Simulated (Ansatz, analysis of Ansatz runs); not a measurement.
**Reproducing a measured migration barrier: interstitial O in bcc Nb, hop from an octahedral to the next octahedral site**

How near does this set-up come to the measured migration barrier? Subject: interstitial O in bcc Nb, hop from an octahedral to the next octahedral site. Set-up: LDA, 32-site cell, LDA lattice, 420 eV, k: 4x4x4 Gamma-centred. The model is a cell of 32 host atoms with 1 O put in. The barrier is the energy of the highest image of a climbing band over the relaxed site that the atom leaves. A local or semilocal functional is the cheapest first rung.

What was measured. Migration barrier: 1.11 eV (quoted in “Ab-initio study of the transition pathways for single and double interstitial solute (H, N, O, H-H, N-N, and O-O) within bcc refractory metals (Mo and Nb)”, 2024, H. E. Quarshie et al., quoting earlier work (2007)). The calculation is set beside it at the end.

Method: plane-wave PAW DFT, LDA; relaxation of all atoms of a defect supercell, in Ansatz 0.2.0.

## (1) The starting structure

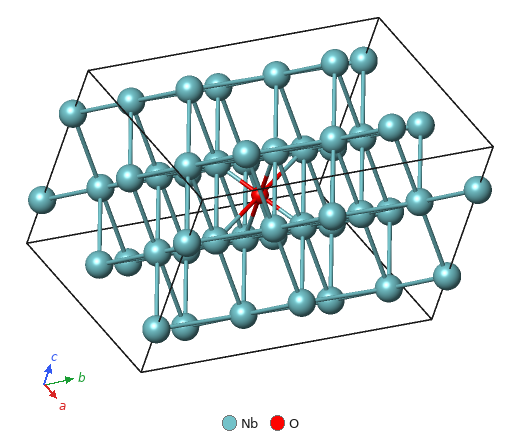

The starting structure, seen slightly off an axis (niobium teal, oxygen red). Some periodic images of atoms are drawn too.

The cell holds 33 atoms: 32 Nb and 1 O. Its edges and angles: a = 9.183 Å, b = 9.183 Å, c = 9.183 Å, α = 60.0°, β = 60.0°, γ = 60.0°. It derives from Nb (space group Im-3m). Nearest the centre at fractional (0.375, 0.375, 0.625): O33 at 0.00 Å, Nb7 at 1.62 Å, Nb29 at 1.62 Å, Nb22 at 2.30 Å, Nb14 at 2.30 Å, Nb8 at 2.30 Å, Nb4 at 2.30 Å, Nb13 at 3.63 Å.

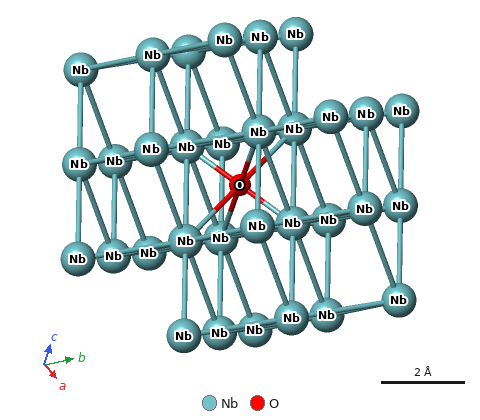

The atoms within 5 Å of the centre.

The host's primitive cell comes from a first run (plane-wave PAW DFT, LDA; relaxation of the host's cell and atoms): vectors of 2.812, 2.812 and 2.812 Å. That is 17.11 Å³ an atom, 5.3 % under the diffraction cell's volume. The supercell is built on it.

## (2) Relaxation, charge 0

A barrier counts from a true minimum, so both ends of the jump are relaxed first.

File start/input.yaml:

```yaml
relax:
  f_tol: 0.02
  max_steps: 80
  escape_saddle: false
crystal:
  lattice:
    - [0.0, 6.49331439, 6.49331439]
    - [6.49331439, 0.0, 6.49331439]
    - [6.49331439, 6.49331439, 0.0]
  atoms:
    - { symbol: Nb, position: [0.0, 0.0, 0.0] }
    - { symbol: Nb, position: [0.125, 0.125, 0.125] }
    - { symbol: Nb, position: [0.25, 0.25, 0.25] }
    - { symbol: Nb, position: [0.375, 0.375, 0.375] }
    - { symbol: Nb, position: [0.0, 0.0, 0.5] }
    - { symbol: Nb, position: [0.125, 0.125, 0.625] }
    - { symbol: Nb, position: [0.25, 0.25, 0.75] }
    - { symbol: Nb, position: [0.375, 0.375, 0.875] }
    - { symbol: Nb, position: [0.0, 0.5, 0.0] }
    - { symbol: Nb, position: [0.125, 0.625, 0.125] }
    - { symbol: Nb, position: [0.25, 0.75, 0.25] }
    - { symbol: Nb, position: [0.375, 0.875, 0.375] }
    - { symbol: Nb, position: [0.0, 0.5, 0.5] }
    - { symbol: Nb, position: [0.125, 0.625, 0.625] }
    - { symbol: Nb, position: [0.25, 0.75, 0.75] }
    - { symbol: Nb, position: [0.375, 0.875, 0.875] }
    - { symbol: Nb, position: [0.5, 0.0, 0.0] }
    - { symbol: Nb, position: [0.625, 0.125, 0.125] }
    - { symbol: Nb, position: [0.75, 0.25, 0.25] }
    - { symbol: Nb, position: [0.875, 0.375, 0.375] }
    - { symbol: Nb, position: [0.5, 0.0, 0.5] }
    - { symbol: Nb, position: [0.625, 0.125, 0.625] }
    - { symbol: Nb, position: [0.75, 0.25, 0.75] }
    - { symbol: Nb, position: [0.875, 0.375, 0.875] }
    - { symbol: Nb, position: [0.5, 0.5, 0.0] }
    - { symbol: Nb, position: [0.625, 0.625, 0.125] }
    - { symbol: Nb, position: [0.75, 0.75, 0.25] }
    - { symbol: Nb, position: [0.875, 0.875, 0.375] }
    - { symbol: Nb, position: [0.5, 0.5, 0.5] }
    - { symbol: Nb, position: [0.625, 0.625, 0.625] }
    - { symbol: Nb, position: [0.75, 0.75, 0.75] }
    - { symbol: Nb, position: [0.875, 0.875, 0.875] }
    - { symbol: O, position: [0.375, 0.375, 0.625] }
basis:
  ecutwfc: 420
  xc_grid: 2
hamiltonian:
  xc: lda
kpoints:
  mp_grid: { grid: [4, 4, 4] }
scf:
  occupations: { method: methfessel_paxton, width: 0.1 }
  max_iter: 120
output:
  forces: true
checkpoint:
  write: "../start.run"
  compress: false
  write_wavefunctions: true
  write_every: 100000
```

The run is started by

```
$ ansatz run input.yaml --threads 4 --pin off --max-ram 14131MiB --backend cpu --events-out ev --progress --plain --runs-dir out
```

Numbers of over 12 decimals in the logs are rounded to 6 here.

The program printed:

```text
[... repeated set-up lines and file paths are left out, and long positions are rounded to six places ...]
Engine: ansatz 0.2.0, aarch64-unknown-linux-gnu
Pseudopotentials: kind: paw
Pseudopotential: Nb, paw, valence charge 13, recommended cutoff 420 eV (normal), Nb.paw.azcp
Pseudopotential: O, paw, valence charge 6, recommended cutoff 420 eV (normal), O.paw.azcp
Functional definition: SPW92
  exchange = slater_x
  correlation = pw_c
Crystal: 33 atoms, lattice volume = 547.557 Å³
Basis set: ecut = 420 eV, 10777 PW (Γ), exchange–correlation on 128×128×128 points (8 copies of the dense FFT grid, shifted against one another)
Bands: 254, of which v1, the nominal top of the filled ones, is band 211 counted from 1 (210 counted from 0)
Symmetry: 16 space group operations
Space group: I4/mmm (ITA 139), of the structure as read, at distance tolerance 8.2e-5 Å
k-points: 13 of 64
Non-local potential: Nb, projectors of the file, l = 0: 3, l = 1: 2, l = 2: 2, l = 3: 1
Non-local potential: O, projectors of the file, l = 0: 2, l = 1: 2, l = 2: 1
PAW form: soft (Blöchl's): semilocal exchange-correlation on the pseudo side does not see the compensation charge
PAW frozen core: Nb, regenerated for the run's functional, and the local potential with it (the file was generated under x = pbe(κ = 0.804, μ = 0.219515), c = pbe(β = 0.066725))
PAW frozen core: O, regenerated for the run's functional, and the local potential with it (the file was generated under x = pbe(κ = 0.804, μ = 0.219515), c = pbe(β = 0.066725))
PAW one-centre angular grid: Nb, 590 points (default); XC on 64 Gauss nodes
PAW one-centre angular grid: O, 110 points (default); XC on 64 Gauss nodes
Initial density: superposition of atomic densities (neutral atoms: chi_scale 0, normalization atom), corrected by the library's trained network
Initial wavefunctions: pseudopotential atomic-orbital guess
Functional: x = slater, c = lda
SCF iter   1: F=—  HF=-142714.744144 eV  |F-HF|=—  |Δ(HF+E_count)|=         —  Δρ=1.19e-2  dr2=9.27e-1  ethr=1.77e-3  ⟨swp⟩=6.5  Hψ=13277  notcnv=0  defer=2
preconditioner: auto → Kerker (q_TF=auto, 2.612 Å⁻¹)  [metal: Δε(μ)=0.016 eV  Ē_g=4.202 eV  σ=0.100 eV  W_gap=0.13  n_scr=168 (ndim 8)  ℏωp=20.4 eV  f_vac=0.000  D(μ)=46.61/eV (n_scr^D=536)]
SCF iter   2: F=—  HF=-142714.598233 eV  |F-HF|=—  |Δ(HF+E_count)|=   1.46e-1  S|Δr|=    0.00e0  Δρ=4.81e-3  dr2=1.60e-1  ethr=2.20e-4  ⟨swp⟩=2.0  Hψ=4823  notcnv=0  defer=49
SCF iter   3: F=—  HF=-142714.572871 eV  |F-HF|=—  |Δ(HF+E_count)|=   2.54e-2  S|Δr|=    0.00e0  Δρ=1.27e-3  dr2=9.21e-3  ethr=3.80e-5  ⟨swp⟩=2.0  Hψ=4003  notcnv=0  defer=49
SCF iter   4: F=—  HF=-142714.572154 eV  |F-HF|=—  |Δ(HF+E_count)|=   7.17e-4  S|Δr|=    0.00e0  Δρ=2.46e-4  dr2=4.74e-4  ethr=2.18e-6  ⟨swp⟩=2.0  Hψ=5590  notcnv=0  defer=72
SCF iter   5: F=—  HF=-142714.572046 eV  |F-HF|=—  |Δ(HF+E_count)|=   1.09e-4  S|Δr|=    0.00e0  Δρ=4.48e-5  dr2=1.18e-5  ethr=1.12e-7  ⟨swp⟩=2.0  Hψ=5294  notcnv=0  defer=77
SCF iter   6: F=-142714.572043 eV  HF=-142714.572043 eV  |F-HF|=1.53e-7  |Δ(HF+E_count)|=   2.53e-6  S|Δr|=    0.00e0  Δρ=6.02e-6  dr2=2.49e-7  ethr=2.37e-9  ⟨swp⟩=4.0  Hψ=9502  notcnv=0
SCF 1 converged in 6 iterations: F = -142714.572043 eV  dr2 = 2.49e-7
  greatest PAW one-centre occupation: 0.997 electrons in one spin orbital (limit 2), on the Nb atom at site 28 (counted from 0), in its partial waves of l = 0
relax step   1: F+E_penalty+E_count = -142714.57204304 eV  Δ(F+E_penalty+E_count) = +0.000e0 eV  max|allowed force component| = 1.777e1 eV/Å  Δτ_max = 0.0000 Å  (6 SCF iters, dr2 threshold 1.00e-5 eV, accepted)
[... the SCF cycles and remarks between the steps are left out from here to the last step ...]
relax step   2: F+E_penalty+E_count = -142718.76093396 eV  Δ(F+E_penalty+E_count) = -4.189e0 eV  max|allowed force component| = 4.776e0 eV/Å  Δτ_max = 0.1955 Å  (6 SCF iters, dr2 threshold 1.00e-4 eV, accepted)
relax step   3: F+E_penalty+E_count = -142719.69805638 eV  Δ(F+E_penalty+E_count) = -9.371e-1 eV  max|allowed force component| = 1.151e0 eV/Å  Δτ_max = 0.1356 Å  (5 SCF iters, dr2 threshold 1.00e-4 eV, accepted)
relax step   4: F+E_penalty+E_count = -142719.88750083 eV  Δ(F+E_penalty+E_count) = -1.894e-1 eV  max|allowed force component| = 5.681e-2 eV/Å  Δτ_max = 0.0727 Å  (5 SCF iters, dr2 threshold 8.28e-5 eV, accepted)
relax step   5: F+E_penalty+E_count = -142719.88750197 eV  Δ(F+E_penalty+E_count) = -1.149e-6 eV  max|allowed force component| = 5.681e-2 eV/Å  Δτ_max = 0.0000 Å  (3 SCF iters, accepted)
relax step   6: F+E_penalty+E_count = -142719.89164227 eV  Δ(F+E_penalty+E_count) = -4.140e-3 eV  max|allowed force component| = 3.460e-2 eV/Å  Δτ_max = 0.0125 Å  (6 SCF iters, accepted)
relax step   7: F+E_penalty+E_count = -142719.89191111 eV  Δ(F+E_penalty+E_count) = -2.688e-4 eV  max|allowed force component| = 1.759e-3 eV/Å  Δτ_max = 0.0025 Å  (4 SCF iters, dr2 threshold 4.44e-7 eV, accepted)
iter 1 solved again at ethr=5.90e-11 eV; its pass at ethr=3.10e-3 eV (dr2=2.49e-7 eV) is discarded
SCF iter   1: F=—  HF=-142719.891911 eV  |F-HF|=—  |Δ(HF+E_count)|=         —  Δρ=5.49e-6  dr2=2.49e-7  ethr=5.90e-11  ⟨swp⟩=1.2  Hψ=9207  notcnv=0  defer=341
SCF iter   2: F=-142719.891911 eV  HF=-142719.891911 eV  |F-HF|=7.01e-8  |Δ(HF+E_count)|=   2.97e-8  S|Δr|=    0.00e0  Δρ=2.48e-6  dr2=8.61e-8  ethr=2.37e-11  ⟨swp⟩=2.7  Hψ=8624  notcnv=0
SCF 8 converged in 2 iterations: F = -142719.891911 eV  dr2 = 8.61e-8
relax step   8: F+E_penalty+E_count = -142719.89191121 eV  Δ(F+E_penalty+E_count) = -1.034e-7 eV  max|allowed force component| = 1.746e-3 eV/Å  Δτ_max = 0.0000 Å  (2 SCF iters, accepted)
NSCF: frozen V_eff on 13 k-points
the band table was solved once a step of the walk had ended and its energy, with any forces and stress, was formed, with the checks that follow a solve (12487 applications of the Hamiltonian). They found nothing against the state; [...]
SCF converged after 2 iterations
Stability not checked: this state was not tested for a lower state beside it, because cold or Methfessel-Paxton smearing, or corrected tetrahedra, fill the levels in a way that the test cannot read (fill_not_monotonic; see scf.lower_state_search)
Free energy (F): -142719.891911 eV
Harris-Foulkes:  -142719.891911 eV  (|F-HF|=7.01e-8)
Internal energy: -142719.899235 eV  (E = F + TS)
E sigma→0 (E₀):  -142719.893742 eV
Entropy (-TS):   0.007324 eV (0.222 meV/atom)
Fermi energy:    18.831617 eV
Step filling:    the computed levels leave a gap of 0.0026 eV = 0.0 smearing widths at the electron count; against every level under it full and every level over it empty, smearing changes F+E_penalty+E_count by +7.139 meV and its σ→0 estimate by +5.308 meV
--- Per-component energies (eV) ---
  E_band       = -1695.520272
  E_kinetic    = 12913.430531
  E_local      = -21580.592440  (includes V_loc(G=0)·N_el)
  E_nonlocal   = 4046.971576
  E_hartree    = 6733.592314
  E_xc         = -5685.810927
  E_vxc        = -6938.800732  (∫ρ·V_xc dr)
  E_paw        = -95040.789634  (= ΣΔE_a)
  E_vpaw       = -3603.718124  (= ΣTr[D̂ρ^β])
  E_aug_tail   = 0.002692  (compensation charges beyond the density's cutoff)
  E_ewald      = -44120.422486
  E_core_change = 13.719141  (= ΣΔE_core)
  E_smearing   = 0.007324  (= −TS)
  E_closure    = 0.000000  (closes the sum)
  Σ components = -142719.891911   (vs F -142719.891911, Δ=0.00e0)
--- Forces (eV/Å), atoms counted from 1 ---
  atom   1  Nb     0.00000000     0.00000000    -0.00012341
  atom   2  Nb     0.00018959     0.00018959    -0.00004414
  atom   3  Nb    -0.00000000    -0.00000000    -0.00053121
  atom   4  Nb    -0.00174580    -0.00174580    -0.00000000
  atom   5  Nb     0.00000000    -0.00000000     0.00053121
  atom   6  Nb    -0.00018959    -0.00018959    -0.00004414
  atom   7  Nb     0.00000000     0.00000000    -0.00157720
  atom   8  Nb     0.00174580     0.00174580    -0.00000000
  atom   9  Nb     0.00107195    -0.00000000     0.00135833
  atom  10  Nb    -0.00129328     0.00129328     0.00000000
  atom  11  Nb     0.00000000    -0.00107195    -0.00135833
  atom  12  Nb     0.00018959    -0.00018959     0.00004414
  atom  13  Nb     0.00000000    -0.00107195     0.00135833
  atom  14  Nb     0.00174580    -0.00174580     0.00000000
  atom  15  Nb     0.00107195    -0.00000000    -0.00135833
  atom  16  Nb    -0.00018959     0.00018959    -0.00004414
  atom  17  Nb     0.00000000     0.00107195     0.00135833
  atom  18  Nb     0.00129328    -0.00129328     0.00000000
  atom  19  Nb    -0.00107195     0.00000000    -0.00135833
  atom  20  Nb    -0.00018959     0.00018959     0.00004414
  atom  21  Nb    -0.00107195     0.00000000     0.00135833
  atom  22  Nb    -0.00174580     0.00174580    -0.00000000
  atom  23  Nb     0.00000000     0.00107195    -0.00135833
  atom  24  Nb     0.00018959    -0.00018959    -0.00004414
  atom  25  Nb    -0.00000000     0.00000000     0.00053121
  atom  26  Nb    -0.00018959    -0.00018959     0.00004414
  atom  27  Nb     0.00000000     0.00000000     0.00012341
  atom  28  Nb     0.00129328     0.00129328     0.00000000
  atom  29  Nb     0.00000000     0.00000000     0.00157720
  atom  30  Nb     0.00018959     0.00018959     0.00004414
  atom  31  Nb     0.00000000    -0.00000000    -0.00053121
  atom  32  Nb    -0.00129328    -0.00129328     0.00000000
  atom  33  O      0.00000000     0.00000000     0.00000000
  max |Σ_I F_I| component: 3.47e-18 eV/Å
--- Band table (eV; the first three rows and the last of 13) ---
  k-point 0: bands = ["-35.5408", "-35.4582", "-35.4582", "-35.4301", [... 246 left out ...] "22.1765", "22.1879", "22.1879", "22.2064"]
  k-point 1: bands = ["-35.5341", "-35.4635", "-35.4583", "-35.4284", [... 246 left out ...] "22.0679", "22.0784", "22.1224", "22.1335"]
  [... further k-points left out ...]
--- Relaxed structure (8 steps of the walk, 8 accepted, 0 SCFs on fresh bases) ---
  F+E_penalty+E_count = -142719.89191121 eV   max|allowed force component| = 1.746e-3 eV/Å
  atoms:
    - { symbol: Nb, position: [-0.010612, -0.010612, 0.010612] }
    - { symbol: Nb, position: [0.118909, 0.118909, 0.135423] }
    - { symbol: Nb, position: [0.250202, 0.250202, 0.249798] }
    - { symbol: Nb, position: [0.375, 0.375, 0.384739] }
    - { symbol: Nb, position: [-0.000202, -0.000202, 0.500202] }
    - { symbol: Nb, position: [0.118909, 0.118909, 0.626760] }
    - { symbol: Nb, position: [0.218653, 0.218653, 0.781347] }
    - { symbol: Nb, position: [0.375, 0.375, 0.865261] }
    - { symbol: Nb, position: [0.001416, 0.498542, -0.001416] }
    - { symbol: Nb, position: [0.133023, 0.616977, 0.125000] }
    - { symbol: Nb, position: [0.251458, 0.748584, 0.251416] }
    - { symbol: Nb, position: [0.376760, 0.885423, 0.368909] }
    - { symbol: Nb, position: [0.001416, 0.498542, 0.501458] }
    - { symbol: Nb, position: [0.134739, 0.615261, 0.625000] }
    - { symbol: Nb, position: [0.251458, 0.748584, 0.748542] }
    - { symbol: Nb, position: [0.373240, 0.864577, 0.881091] }
    - { symbol: Nb, position: [0.498542, 0.001416, -0.001416] }
    - { symbol: Nb, position: [0.616977, 0.133023, 0.125000] }
    - { symbol: Nb, position: [0.748584, 0.251458, 0.251416] }
    - { symbol: Nb, position: [0.885423, 0.376760, 0.368909] }
    - { symbol: Nb, position: [0.498542, 0.001416, 0.501458] }
    - { symbol: Nb, position: [0.615261, 0.134739, 0.625000] }
    - { symbol: Nb, position: [0.748584, 0.251458, 0.748542] }
    - { symbol: Nb, position: [0.864577, 0.373240, 0.881091] }
    - { symbol: Nb, position: [0.499798, 0.499798, 0.000202] }
    - { symbol: Nb, position: [0.631091, 0.631091, 0.114577] }
    - { symbol: Nb, position: [0.760612, 0.760612, 0.239388] }
    - { symbol: Nb, position: [0.875, 0.875, 0.383023] }
    - { symbol: Nb, position: [0.531347, 0.531347, 0.468653] }
    - { symbol: Nb, position: [0.631091, 0.631091, 0.623240] }
    - { symbol: Nb, position: [0.750202, 0.750202, 0.749798] }
    - { symbol: Nb, position: [0.875, 0.875, 0.866977] }
    - { symbol: O, position: [0.375, 0.375, 0.625] }
```

Run time: 4.6 min. Hardware: 4 threads of Arm Neoverse V1, shared host; peak memory 3.5 GiB.

Relaxation path:

| step | energy less that of the first step (eV) | largest force component (eV/Å) |
| --- | --- | --- |
| 1 | 0.0000 | 17.7702 |
| 2 | -4.1889 | 4.7764 |
| 3 | -5.1260 | 1.1508 |
| 4 | -5.3155 | 0.0568 |
| 5 | -5.3155 | 0.0568 |
| 6 | -5.3196 | 0.0346 |
| 7 | -5.3199 | 0.0018 |
| 8 | -5.3199 | 0.0017 |

Forces are held to the 16 operations that the run works with; a distortion that breaks them can't arise in this run.

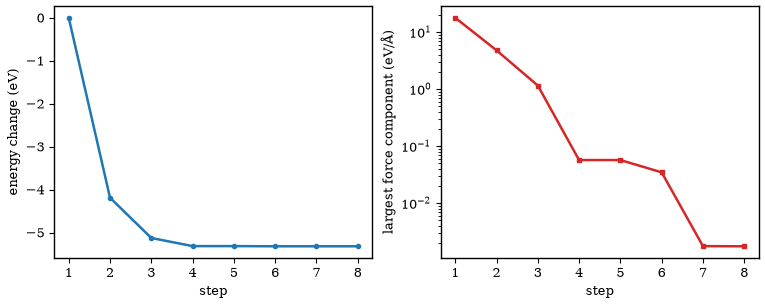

Energy and largest force along the relaxation.

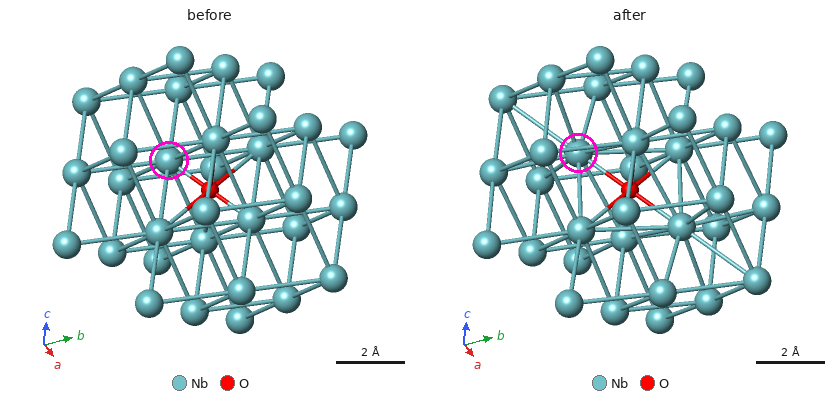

Before and after: the atoms that start within 5 Å of the centre. Nb7, which moves most, is ringed if it is among them.

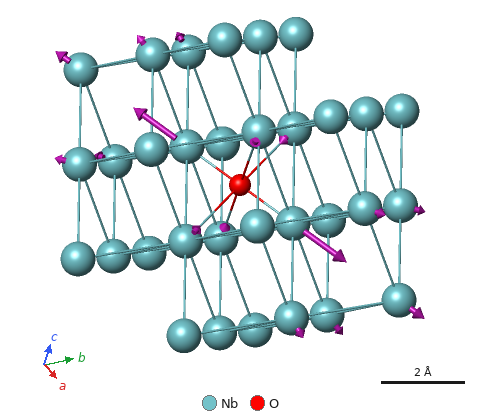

Displacements in the relaxation near the centre, exaggerated; the longest in the cell stands for 0.41 Å.

The atoms that moved most (Å):

| atom | dx | dy | dz | length |
| --- | --- | --- | --- | --- |
| Nb7 | 0.000 | 0.000 | -0.407 | 0.407 |
| Nb29 | 0.000 | 0.000 | 0.407 | 0.407 |
| Nb27 | 0.000 | 0.000 | 0.138 | 0.138 |
| Nb1 | 0.000 | 0.000 | -0.138 | 0.138 |
| Nb4 | 0.063 | 0.063 | 0.000 | 0.089 |
| Nb22 | 0.063 | -0.063 | 0.000 | 0.089 |
| Nb14 | -0.063 | 0.063 | 0.000 | 0.089 |
| Nb8 | -0.063 | -0.063 | 0.000 | 0.089 |

Neighbours of O33 at the end:

| atom | distance (Å) |
| --- | --- |
| Nb29 | 2.030 |
| Nb7 | 2.030 |
| Nb4 | 2.206 |
| Nb22 | 2.206 |
| Nb14 | 2.206 |
| Nb8 | 2.206 |
| Nb15 | 3.613 |
| Nb23 | 3.613 |
| Nb17 | 3.613 |
| Nb19 | 3.613 |
| Nb9 | 3.613 |
| Nb11 | 3.613 |
| Nb13 | 3.613 |
| Nb21 | 3.613 |

This step gave:

| Property | Result |
| --- | --- |
| free energy | -142719.8919 eV |
| smearing term TS | -0.007324 eV |

The other runs of this kind differ in structure, charge or spin alone:

| run | outcome | energy less the first (eV) | moment (μB) | time |
| --- | --- | --- | --- | --- |
| relaxation, charge 0 | converged | 0.0000 | 0.00 | 4.6 min |
| relaxation, charge 0 | converged | 0.0000 | 0.00 | 5 min |

The relaxation ends 161 meV an atom lower, with a largest force component of 0.0017 eV/Å.

(Continued in part 2 of 2.)

[Logs are printed without paths, hosts, clocks, repeated set-up lines and the standing remarks that a program may print on its own settings, such as how far it seeks lower states.]

[Hosts, paths, dates, database ids (printed as entryN), source tags and the programs' standing remarks are cut or masked in the printed files.]

[For some hosts the program warned that the k-mesh of the response run may be too coarse for force constants and the static dielectric constant; such warnings are not shown here.]
